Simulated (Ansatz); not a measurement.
# H₃O+ (singlet): one geometry, many settings at distance O1–H4 = 1.347 Å

Aim: run H₃O+ (singlet) at one geometry under a spread of methods and options, and see what each costs and gives.

Program: Ansatz 0.2.0, Gaussian basis. Level of theory: the settings change from run to run. These are calculated values, not measurements.

22 further runs of the same task are left out: 2 for a known fault of the program, 11 that didn't finish, 9 set aside as unsound or not needed.

### 1 The system

The geometry derives from a PBE0/def2-TZVP stationary point (not a proven minimum). One bond is set to the value named and the two fragments are kept rigid.

4 atoms, charge 1, spin multiplicity 1.

Atoms are counted from 1 here; the program's logs count them from 0.

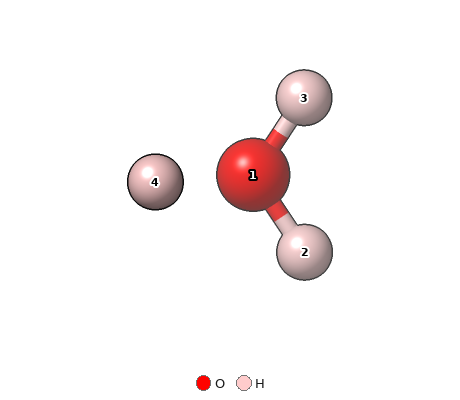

The geometry (oxygen red, hydrogen pink); atoms are numbered from 1 in the order of the file.

### 2 CASCI(6,4)/cc-pVDZ

Input file in.yaml:

```yaml
crystal:
  periodic: [false, false, false]
  atoms:
    - {symbol: O, position_ang: [0.009349, 0.016313, -0.047198]}
    - {symbol: H, position_ang: [0.950223, 0.030586, 0.220030]}
    - {symbol: H, position_ang: [-0.474353, 0.825838, 0.212725]}
    - {symbol: H, position_ang: [-0.624266, -1.115372, 0.316436]}
basis:
  gaussian: {orbitals: cc-pVDZ}
total_charge: 1
correlation: {active_space: {window: {electrons: 6, orbitals: 4}, fixed_orbitals: true}}
accuracy: high
output: {forces: true}
```

The run is started by

```
$ ansatz run in.yaml --threads 1 --pin off --events-out ev --progress --plain --max-ram 2393MiB
```

The log of the run:

```text
Functional definition: HF
  name "HF"
  cite "Fock, Z. Phys. 61, 126 (1930) doi:10.1007/BF01340294"
  parent pbe
  exchange = exact_x
  correlation = 0
578 factors; integrals over basis functions are off by at most 3.3e-9 eV
mean field evaluation 1: about -2068.3463 eV, gradient 6.0e1 eV
mean field evaluation 2: about -2068.3455 eV, gradient 6.0e1 eV
mean field evaluation 4: about -2074.7241 eV, gradient 1.9e0 eV
mean field evaluation 8: about -2074.7390 eV, gradient 8.7e-2 eV
mean field -2074.73906199 eV, -76.2452542197 hartree, gradient 8.9e-9 eV, S^2 0.000000; 0 other end points of the search recorded, 0 dependent functions left out
reference -2074.73906199 eV, -76.2452542197 hartree; 5, 5 occupied and 24, 24 virtual orbitals, 578 factors
state -2074.93989476 eV, -76.2526346877 hartree
the calculation of the forces begins
mean field evaluation 16: about -2074.7393 eV, gradient 2.7e-2 eV
Total energy: -2074.93989476 eV, -76.2526346877 hartree
Atom 0 at     0.009349     0.016313    -0.047198 Å, force    -2.068664    -3.693596     1.317886 eV/Å
Atom 1 at     0.950223     0.030586     0.220030 Å, force    -0.915887    -0.073120    -0.022579 eV/Å
Atom 2 at    -0.474353     0.825838     0.212725 Å, force     0.418585    -0.818074    -0.015736 eV/Å
Atom 3 at    -0.624266    -1.115372     0.316436 Å, force     2.565966     4.584790    -1.279570 eV/Å
Dipole moment:    -0.089042    -0.156168     0.363266 e Å
```

It took 0.24 s on 1 thread of Arm Neoverse V1, shared host.

From the report: 10 determinants; active occupations 2.00, 2.00, 1.99, 0.01.

### 3 CCSD on RHF/x2c-TZVPPall

in.yaml, as its differences from that of step 2:

```diff
@@ -8,6 +8,5 @@
 basis:
-  gaussian: {orbitals: cc-pVDZ}
+  gaussian: {orbitals: x2c-TZVPPall}
 total_charge: 1
-correlation: {active_space: {window: {electrons: 6, orbitals: 4}, fixed_orbitals: true}}
-accuracy: high
-output: {forces: true}
+magnetization: {spin_polarized: false}
+correlation: {method: ccsd, electrons: outside_noble_gas}
```

The command is unchanged.

The log of the run, shortened:

```text
Functional definition: HF
  name "HF"
  cite "Fock, Z. Phys. 61, 126 (1930) doi:10.1007/BF01340294"
  parent pbe
[...]
436 factors; integrals over basis functions are off by at most 1.2e-3 eV
[...]
mean field -2076.96878892 eV, -76.3271951730 hartree, gradient 4.9e-6 eV, S^2 0.000000; 0 other end points of the search recorded, 0 dependent functions left out
1 core orbitals not correlated: weight in the atoms' cores, before any rotation towards them, 1.000 or more for the frozen orbitals, at most 0.000 for the correlated occupied ones
reference -2076.96878892 eV, -76.3271951730 hartree; 4, 4 occupied and 68, 68 virtual orbitals, 436 factors
second order -7.24068038 eV of doubles, -0.00000000 eV of singles
cycle   1  -7.24492886 eV  change   -4.2e-3 eV  update   4.5e-2
[...]
cycle   9  -7.43706637 eV  change    7.5e-6 eV  update   8.4e-6
Total energy: -2084.40585529 eV, -76.6005023210 hartree
Relativity: scalar
```

Wall time 0.63 s (1 thread of Arm Neoverse V1, shared host).

From the report: correlation -7.4371 eV; T1 0.010; largest double amplitude 0.05.

### 4 NEVPT2(8,5)/6-31G

in.yaml, as its differences from that of step 3:

```diff
@@ -8,5 +8,4 @@
 basis:
-  gaussian: {orbitals: x2c-TZVPPall}
+  gaussian: {orbitals: 6-31G}
 total_charge: 1
-magnetization: {spin_polarized: false}
-correlation: {method: ccsd, electrons: outside_noble_gas}
+correlation: {method: sc_nevpt2, electrons: outside_noble_gas, active_space: {window: {electrons: 8, orbitals: 5}}}
```

Launched as before.

The log of the run:

```text
Functional definition: HF
  name "HF"
  cite "Fock, Z. Phys. 61, 126 (1930) doi:10.1007/BF01340294"
  parent pbe
  exchange = exact_x
  correlation = 0
171 factors; integrals over basis functions are off by at most 2.7e-4 eV
mean field evaluation 1: about -2067.5302 eV, gradient 5.9e1 eV
mean field evaluation 2: about -2067.5307 eV, gradient 5.9e1 eV
mean field evaluation 4: about -2073.6755 eV, gradient 1.5e0 eV
mean field evaluation 8: about -2073.6883 eV, gradient 7.6e-2 eV
mean field -2073.68832931 eV, -76.2066405057 hartree, gradient 1.4e-6 eV, S^2 0.000000; 0 other end points of the search recorded, 0 dependent functions left out
reference -2073.68832931 eV, -76.2066405057 hartree; 5, 5 occupied and 10, 10 virtual orbitals, 171 factors
state -2074.49107722 eV, -76.2361409474 hartree
state -2074.49107722 eV, -76.2361409474 hartree; corrected -2077.24680645 eV, -76.3374121287 hartree
Total energy: -2077.24680645 eV, -76.3374121287 hartree
```

It took 0.09 s on 1 thread of Arm Neoverse V1, shared host.

From the report: 17 determinants; active occupations 2.00, 2.00, 2.00, 1.96, 0.04.

### 5 BCCD(T)/6-31G

in.yaml, as its differences from that of step 4:

```diff
@@ -10,2 +10,6 @@
 total_charge: 1
-correlation: {method: sc_nevpt2, electrons: outside_noble_gas, active_space: {window: {electrons: 8, orbitals: 5}}}
+magnetization: {spin_polarized: true, initial_magnetization: 0}
+hamiltonian: {xc: {name: PBE0}}
+correlation: {method: bccd_t, electrons: outside_noble_gas}
+scf: {omitted_lower_state_checks: [cluster_reference]}
+output: {forces: true}
```

The command is unchanged.

The log of the run, shortened:

```text
Functional definition: PBE0
  name "PBE0"
  cite "Adamo & Barone, J. Chem. Phys. 110, 6158 (1999) doi:10.1063/1.478522"
  cite "Perdew, Burke & Ernzerhof, Phys. Rev. Lett. 77, 3865 (1996) doi:10.1103/PhysRevLett.77.3865"
  parent pbe
[...]
171 factors; integrals over basis functions are off by at most 2.7e-4 eV
[...]
mean field -2082.66437285 eV, -76.5365040218 hartree, gradient 1.0e-6 eV, S^2 0.000000; 1 other end points of the search recorded, 0 dependent functions left out
1 core orbitals not correlated: weight in the atoms' cores, before any rotation towards them, 1.000 or more for the frozen orbitals, at most 0.000 for the correlated occupied ones
reference -2073.61071402 eV, -76.2037881965 hartree; 4, 4 occupied and 10, 10 virtual orbitals, 171 factors
second order -3.91932463 eV of doubles, -0.05553816 eV of singles
cycle   1  -3.93804730 eV  change    3.6e-2 eV  update   4.4e-2
[...]
cycle  10  -4.09908985 eV  change   -4.8e-7 eV  update   1.1e-6
perturbative correction -0.04881821 eV, -0.0017940361 hartree
[...]
Total energy: -2077.75862208 eV, -76.3562210061 hartree
Atom 0 at     0.009349     0.016313    -0.047198 Å, force    -2.497134    -4.458416     1.613815 eV/Å
Atom 1 at     0.950223     0.030586     0.220030 Å, force     0.559694    -0.266073    -0.065950 eV/Å
Atom 2 at    -0.474353     0.825838     0.212725 Å, force    -0.519686     0.336478    -0.071485 eV/Å
Atom 3 at    -0.624266    -1.115372     0.316436 Å, force     2.457126     4.388011    -1.476380 eV/Å
Dipole moment:    -0.089513    -0.156305     0.440262 e Å
Checks for a lower state left out: cluster_reference
```

Run time: 0.93 s. Hardware: 1 thread of Arm Neoverse V1, shared host.

From the report: ⟨S²⟩ of the determinant 0.000 (pure singlet: 0.00); correlation -4.1479 eV; largest double amplitude 0.07.

### 6 BCCD on RHF/aug-cc-pVDZ

Input file in.yaml:

```yaml
crystal:
  periodic: [false, false, false]
  atoms:
    - {symbol: O, position_ang: [0.009349, 0.016313, -0.047198]}
    - {symbol: H, position_ang: [0.950223, 0.030586, 0.220030]}
    - {symbol: H, position_ang: [-0.474353, 0.825838, 0.212725]}
    - {symbol: H, position_ang: [-0.624266, -1.115372, 0.316436]}
basis:
  gaussian: {orbitals: aug-cc-pVDZ}
total_charge: 1
magnetization: {spin_polarized: false}
hamiltonian: {pseudopotentials: {relativity: scalar}}
correlation: {method: bccd, electrons: outside_noble_gas}
output: {forces: true}
```

Same command.

The log of the run, shortened:

```text
Functional definition: HF
  name "HF"
  cite "Fock, Z. Phys. 61, 126 (1930) doi:10.1007/BF01340294"
  parent pbe
[...]
468 factors; integrals over basis functions are off by at most 8.3e-4 eV
[...]
mean field -2076.23848163 eV, -76.3003568749 hartree, gradient 2.2e-6 eV, S^2 0.000000; 0 other end points of the search recorded, 0 dependent functions left out
1 core orbitals not correlated: weight in the atoms' cores, before any rotation towards them, 1.000 or more for the frozen orbitals, at most 0.000 for the correlated occupied ones
reference -2076.23848163 eV, -76.3003568749 hartree; 4, 4 occupied and 45, 45 virtual orbitals, 468 factors
second order -6.09654360 eV of doubles, -0.00000000 eV of singles
cycle   1  -6.18217379 eV  change   -8.6e-2 eV  update   5.0e-2
[...]
cycle   9  -6.35276606 eV  change   -6.5e-6 eV  update   9.0e-6
[...]
Total energy: -2082.59124769 eV, -76.5338167217 hartree
Relativity: scalar
Atom 0 at     0.009349     0.016313    -0.047198 Å, force    -2.512984    -4.495231     0.697173 eV/Å
Atom 1 at     0.950223     0.030586     0.220030 Å, force    -0.048955    -0.105074     0.280470 eV/Å
Atom 2 at    -0.474353     0.825838     0.212725 Å, force    -0.065941    -0.095592     0.280383 eV/Å
Atom 3 at    -0.624266    -1.115372     0.316436 Å, force     2.627879     4.695896    -1.258026 eV/Å
Dipole moment:    -0.099476    -0.175210     0.325098 e Å
```

Wall time 1.2 s (1 thread of Arm Neoverse V1, shared host).

From the report: correlation -6.3528 eV; largest double amplitude 0.05.

### 7 MP2 on UHF/def2-mTZVP

in.yaml, as its differences from that of step 6:

```diff
@@ -8,7 +8,7 @@
 basis:
-  gaussian: {orbitals: aug-cc-pVDZ}
+  gaussian: {orbitals: def2-mTZVP}
 total_charge: 1
-magnetization: {spin_polarized: false}
+magnetization: {spin_polarized: true, initial_magnetization: 0}
 hamiltonian: {pseudopotentials: {relativity: scalar}}
-correlation: {method: bccd, electrons: outside_noble_gas}
-output: {forces: true}
+correlation: {method: mp2, electrons: outside_noble_gas}
+accuracy: high
```

The command is unchanged.

The log of the run:

```text
Functional definition: HF
  name "HF"
  cite "Fock, Z. Phys. 61, 126 (1930) doi:10.1007/BF01340294"
  parent pbe
  exchange = exact_x
  correlation = 0
596 factors; integrals over basis functions are off by at most 3.8e-9 eV
mean field evaluation 1: about -2069.5177 eV, gradient 4.7e1 eV
mean field evaluation 2: about -2069.5183 eV, gradient 4.7e1 eV
mean field evaluation 4: about -2076.5088 eV, gradient 1.4e0 eV
mean field evaluation 8: about -2076.5278 eV, gradient 6.0e-5 eV
mean field -2076.52780560 eV, -76.3109893349 hartree, gradient 2.4e-8 eV, S^2 0.000000; 0 other end points of the search recorded, 0 dependent functions left out
1 core orbitals not correlated: weight in the atoms' cores, before any rotation towards them, 1.000 or more for the frozen orbitals, at most 0.000 for the correlated occupied ones
reference -2076.52780560 eV, -76.3109893349 hartree; 4, 4 occupied and 28, 28 virtual orbitals, 596 factors
second order -5.87929835 eV of doubles, -0.00000000 eV of singles
Total energy: -2082.40710395 eV, -76.5270495641 hartree
Relativity: scalar
```

Run time: 0.21 s. Hardware: 1 thread of Arm Neoverse V1, shared host.

From the report: ⟨S²⟩ of the determinant 0.000 (pure singlet: 0.00).

### 8 CISDT/6-31G

Input file in.yaml:

```yaml
crystal:
  periodic: [false, false, false]
  atoms:
    - {symbol: O, position_ang: [0.009349, 0.016313, -0.047198]}
    - {symbol: H, position_ang: [0.950223, 0.030586, 0.220030]}
    - {symbol: H, position_ang: [-0.474353, 0.825838, 0.212725]}
    - {symbol: H, position_ang: [-0.624266, -1.115372, 0.316436]}
basis:
  gaussian: {orbitals: 6-31G}
total_charge: 1
correlation: {active_space: {ras: {orbitals: [5, 0, 10], electrons: 10, max_holes: 3, max_particles: 3}, fixed_orbitals: true}}
accuracy: high
```

Launched as before.

The log of the run:

```text
Functional definition: HF
  name "HF"
  cite "Fock, Z. Phys. 61, 126 (1930) doi:10.1007/BF01340294"
  parent pbe
  exchange = exact_x
  correlation = 0
283 factors; integrals over basis functions are off by at most 3.3e-9 eV
mean field evaluation 1: about -2067.5302 eV, gradient 5.9e1 eV
mean field evaluation 2: about -2067.5307 eV, gradient 5.9e1 eV
mean field evaluation 4: about -2073.6756 eV, gradient 1.5e0 eV
mean field evaluation 8: about -2073.6883 eV, gradient 7.6e-2 eV
mean field evaluation 16: about -2073.6883 eV, gradient 2.3e-8 eV
mean field -2073.68833575 eV, -76.2066407423 hartree, gradient 2.3e-8 eV, S^2 0.000000; 0 other end points of the search recorded, 0 dependent functions left out
reference -2073.68833575 eV, -76.2066407423 hartree; 5, 5 occupied and 10, 10 virtual orbitals, 283 factors
state -2077.60881839 eV, -76.3507158220 hartree
Total energy: -2077.60881839 eV, -76.3507158220 hartree
```

It took 0.42 s on 1 thread of Arm Neoverse V1, shared host.

From the report: 25,629 determinants.

### 9 MP2 on RHF/STO-3G

in.yaml, as its differences from that of step 8:

```diff
@@ -8,5 +8,6 @@
 basis:
-  gaussian: {orbitals: 6-31G}
+  gaussian: {orbitals: STO-3G}
 total_charge: 1
-correlation: {active_space: {ras: {orbitals: [5, 0, 10], electrons: 10, max_holes: 3, max_particles: 3}, fixed_orbitals: true}}
-accuracy: high
+magnetization: {spin_polarized: false}
+correlation: {method: mp2, electrons: outside_noble_gas}
+output: {forces: true}
```

The command is unchanged.

The log of the run, shortened:

```text
Functional definition: HF
  name "HF"
  cite "Fock, Z. Phys. 61, 126 (1930) doi:10.1007/BF01340294"
  parent pbe
[...]
105 factors; integrals over basis functions are off by at most 6.3e-6 eV
[...]
mean field -2047.73773759 eV, -75.2529738498 hartree, gradient 3.2e-6 eV, S^2 0.000000; 0 other end points of the search recorded, 0 dependent functions left out
1 core orbitals not correlated: weight in the atoms' cores, before any rotation towards them, 1.000 or more for the frozen orbitals, at most 0.000 for the correlated occupied ones
reference -2047.73773759 eV, -75.2529738498 hartree; 4, 4 occupied and 3, 3 virtual orbitals, 105 factors
second order -1.63079478 eV of doubles, -0.00000000 eV of singles
[...]
Total energy: -2049.36853237 eV, -75.3129044526 hartree
Atom 0 at     0.009349     0.016313    -0.047198 Å, force    -4.436514    -7.950766    -0.371910 eV/Å
Atom 1 at     0.950223     0.030586     0.220030 Å, force     1.861188    -0.023695     1.029873 eV/Å
Atom 2 at    -0.474353     0.825838     0.212725 Å, force    -1.004954     1.576294     1.015175 eV/Å
Atom 3 at    -0.624266    -1.115372     0.316436 Å, force     3.580281     6.398167    -1.673138 eV/Å
Dipole moment:    -0.068777    -0.119831     0.367111 e Å
```

Run time: 0.06 s. Hardware: 1 thread of Arm Neoverse V1, shared host.

### 10 CCSDT(Q)/B on RHF/6-31G*

in.yaml, as its differences from that of step 9:

```diff
@@ -8,6 +8,6 @@
 basis:
-  gaussian: {orbitals: STO-3G}
+  gaussian: {orbitals: "6-31G*"}
 total_charge: 1
 magnetization: {spin_polarized: false}
-correlation: {method: mp2, electrons: outside_noble_gas}
-output: {forces: true}
+correlation: {method: ccsdt_q_b, electrons: valence}
+scf: {lower_state_search: off}
```

The command is unchanged.

The log of the run, shortened:

```text
Functional definition: HF
  name "HF"
  cite "Fock, Z. Phys. 61, 126 (1930) doi:10.1007/BF01340294"
  parent pbe
[...]
357 factors; integrals over basis functions are off by at most 1.9e-7 eV
[...]
mean field -2074.20610290 eV, -76.2256683342 hartree, gradient 2.8e-6 eV, S^2 0.000000; 0 other end points of the search recorded, 0 dependent functions left out
1 core orbitals not correlated: weight in the atoms' cores, before any rotation towards them, 1.000 or more for the frozen orbitals, at most 0.000 for the correlated occupied ones
reference -2074.20610290 eV, -76.2256683342 hartree; 4, 4 occupied and 16, 16 virtual orbitals, 357 factors
second order -5.36523875 eV of doubles, -0.00000000 eV of singles
cycle   1  -5.46385639 eV  change   -9.9e-2 eV  update   4.9e-2
[...]
cycle  12  -5.71097603 eV  change    6.8e-8 eV  update   4.7e-7
perturbative correction -0.01788229 eV, -0.0006571619 hartree
Total energy: -2079.93496121 eV, -76.4361999941 hartree
Checks for a lower state left out: stability, starts, cluster_reference, orbital_swaps, neighbouring_geometries, increment
```

Run time: 0.57 s. Hardware: 1 thread of Arm Neoverse V1, shared host.

From the report: correlation -5.7289 eV; T1 0.011; largest double amplitude 0.07.

### 11 All runs side by side

Where basis and cores are those of an earlier FCI/6-31G run (-2077.7850 eV), and the state is the same kind, the miss against it is given.

| level | correlated | functions | energy (eV) | from FCI (meV) | time |
| --- | --- | --- | --- | --- | --- |
| CASCI(6,4)/cc-pVDZ |  | 29 | -2074.9399 |  | 0.24 s |
| CCSD on RHF/x2c-TZVPPall | outside noble gas | 73 | -2084.4059 |  | 0.63 s |
| NEVPT2(8,5)/6-31G | outside noble gas | 15 | -2077.2468 | 538.2 | 0.09 s |
| BCCD(T)/6-31G (on PBE0 orbitals) | outside noble gas | 15 | -2077.7586 | 26.4 | 0.93 s |
| BCCD on RHF/aug-cc-pVDZ (relativity set) | outside noble gas | 50 | -2082.5912 |  | 1.2 s |
| MP2 on UHF/def2-mTZVP (relativity set) | outside noble gas | 33 | -2082.4071 |  | 0.21 s |
| CISDT/6-31G | all | 15 | -2077.6088 |  | 0.42 s |
| MP2 on RHF/STO-3G | outside noble gas | 8 | -2049.3685 |  | 0.06 s |
| CCSDT(Q)/B on RHF/6-31G* | valence | 21 | -2079.9350 |  | 0.57 s |

### 12 Outcome

| quantity | value |
| --- | --- |
| runs | 9 |
| quickest | MP2 on RHF/STO-3G, 0.06 s |
| slowest | BCCD on RHF/aug-cc-pVDZ (relativity set), 1.2 s |

Total energies in different bases, with other cores or another treatment of relativity can't be set against each other. BCCD on RHF/aug-cc-pVDZ (relativity set) took 20 times as long as MP2 on RHF/STO-3G; the jobs differ in more than the method. Among the correlated runs with a miss given, it spans +26 to +538 meV. Cores frozen from Kohn-Sham orbitals shift the total energy.
